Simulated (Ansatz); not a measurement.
# SiH4S (Si(SH)H3) at wB97M-V/STO-3G

What is the vertical singlet–triplet gap of SiH4S (Si(SH)H3) at wB97M-V/STO-3G? 

The calculation is run with Ansatz 0.2.0.

54 further runs of the same task are left out: 54 set aside as unsound or not needed.

### Step 1. Starting point

SiH4S has 6 atoms, charge 0, and is taken as a singlet. SMILES: `[H][Si]([H])([H])S`. The shape is that of a GFN2-xTB optimisation.

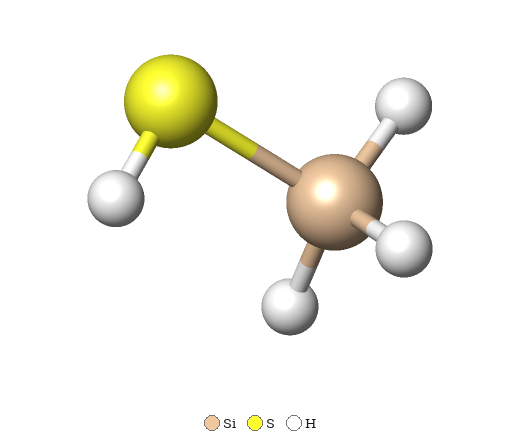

Viewed from a chosen angle; silicon light orange, sulfur yellow, hydrogen white.

### Step 2. The energy at wB97M-V/STO-3G

in.yaml reads:

```yaml
crystal:
  periodic: [false, false, false]
  atoms:
    - {symbol: Si, position_ang: [0.201210, -0.014540, -0.544580]}
    - {symbol: S, position_ang: [0.253720, 0.019820, 1.601470]}
    - {symbol: H, position_ang: [-1.056810, 0.059910, 1.795240]}
    - {symbol: H, position_ang: [1.606010, -0.020690, -0.909950]}
    - {symbol: H, position_ang: [-0.503230, 1.180600, -0.990160]}
    - {symbol: H, position_ang: [-0.500900, -1.225100, -0.952020]}
basis:
  gaussian: {orbitals: STO-3G}
total_charge: 0
hamiltonian: {xc: {name: wB97M-V}}
accuracy: high
```

Run with:

```bash
$ ansatz run in.yaml --threads 1 --pin off --max-ram 2610MiB --events-out events.jsonl --progress --plain --runs-dir runs
```

The log of the run:

```text
Warning: RAYON_NUM_THREADS=1 ignored (pool sized by the plan → 1); use --threads N
Functional definition: wB97M-V
  name "wB97M-V"
  parameter omega = 0.3/bohr
  parameter cx = 0.15
  parameter cx01 = 1.007
  parameter cx10 = 0.259
  parameter css00 = 0.443
  parameter css04 = -1.437
  parameter css10 = -4.535
  parameter css20 = -3.390
  parameter css43 = 4.278
  parameter cos00 = 1.000
  parameter cos10 = 1.358
  parameter cos20 = 2.924
  parameter cos21 = -8.812
  parameter cos60 = -1.390
  parameter cos61 = 9.142
  parameter b = 6.0
  parameter c = 0.01
  gx(w, u) = 1 - cx + cx01*u + cx10*w
  gss(w, u) = css00 + css04*u^4 + css10*w + css20*w^2 + css43*w^4*u^3
  gos(w, u) = cos00 + cos10*w + (cos20 + cos21*u)*w^2 + (cos60 + cos61*u)*w^6
  exchange = spin_sum(e_x_unif_sr(omega)*gx(b97_w, b97_u_x)) + cx*exact_x_sr(omega) + exact_x_lr(omega)
  correlation = spin_sum(e_c_pw_mod_same_spin*gss(b97_w, b97_u_same))
      + integral(e_c_pw_mod_opposite_spin*gos(b97_w_opposite, b97_u_opposite)) + vv10(b, c)
388 factors; integrals over basis functions are off by at most 9.1e-9 eV
161 factors; integrals over basis functions are off by at most 1.3e-9 eV
mean field evaluation 1: about -18567.1509 eV, gradient 1.6e1 eV
mean field evaluation 2: about -18568.0970 eV, gradient 6.2e0 eV
mean field evaluation 4: about -18568.2280 eV, gradient 4.7e-2 eV
mean field evaluation 8: about -18568.1829 eV, gradient 7.5e-4 eV
mean field -18568.18294135 eV, -682.3681371280 hartree, gradient 9.4e-8 eV, S^2 0.000000; 0 other end points of the search recorded, 0 dependent functions left out
reference -18568.18294394 eV, -682.3681372232 hartree; 17, 17 occupied and 5, 5 virtual orbitals, 388 factors
Total energy: -18568.18294394 eV, -682.3681372232 hartree
```

Run time: 19 s. Hardware: 1 thread of Arm Neoverse V1, shared host; peak memory 0.3 GiB.

### Step 3. The triplet at the same level

run.yaml reads:

```yaml
basis:
  gaussian: {orbitals: STO-3G}
crystal:
  periodic: [false, false, false]
  atoms:
    - symbol: Si
      position_ang: [0.201210, -0.014540, -0.544580]
    - symbol: S
      position_ang: [0.253720, 0.019820, 1.601470]
    - symbol: H
      position_ang: [-1.056810, 0.059910, 1.795240]
    - symbol: H
      position_ang: [1.606010, -0.020690, -0.909950]
    - symbol: H
      position_ang: [-0.503230, 1.180600, -0.990160]
    - symbol: H
      position_ang: [-0.500900, -1.225100, -0.952020]
hamiltonian: {xc: {name: wB97M-V}}
accuracy: high
magnetization: {spin_polarized: true, initial_magnetization: 2}
```

Run with:

```bash
$ ansatz run run.yaml --threads 1 --pin off --max-ram 2610MiB --events-out events.jsonl --progress --plain --runs-dir runs
```

The log of the run, shortened:

```text
Warning: RAYON_NUM_THREADS=1 ignored (pool sized by the plan → 1); use --threads N
[... 2 set-up lines as earlier in the session ...]
[...]
  gx(w, u) = 1 - cx + cx01*u + cx10*w
  gss(w, u) = css00 + css04*u^4 + css10*w + css20*w^2 + css43*w^4*u^3
  gos(w, u) = cos00 + cos10*w + (cos20 + cos21*u)*w^2 + (cos60 + cos61*u)*w^6
[...]
      + integral(e_c_pw_mod_opposite_spin*gos(b97_w_opposite, b97_u_opposite)) + vv10(b, c)
388 factors; integrals over basis functions are off by at most 9.1e-9 eV
161 factors; integrals over basis functions are off by at most 1.3e-9 eV
[...]
mean field -18560.35047241 eV, -682.0802992035 hartree, gradient 7.2e-8 eV, S^2 2.001724; 2 other end points of the search recorded, 0 dependent functions left out
reference -18560.35047498 eV, -682.0802992983 hartree; 18, 16 occupied and 4, 6 virtual orbitals, 388 factors
Total energy: -18560.35047498 eV, -682.0802992983 hartree
```

Wall time 38 s (1 thread of Arm Neoverse V1, shared host); peak memory 0.56 GiB.

### Step 4. Results

At wB97M-V/STO-3G:

```
                                        quantity          value
                           singlet: total energy  -682.36814 Eh
                           triplet: total energy  -682.08030 Eh
                                   triplet: ⟨S²⟩          2.002
vertical energy of the triplet above the singlet       7.832 eV
```

What this shows: At this shape the triplet lies 7.83 eV (756 kJ/mol) above the singlet. In a minimal basis such a difference can be off by several eV, whatever the method.
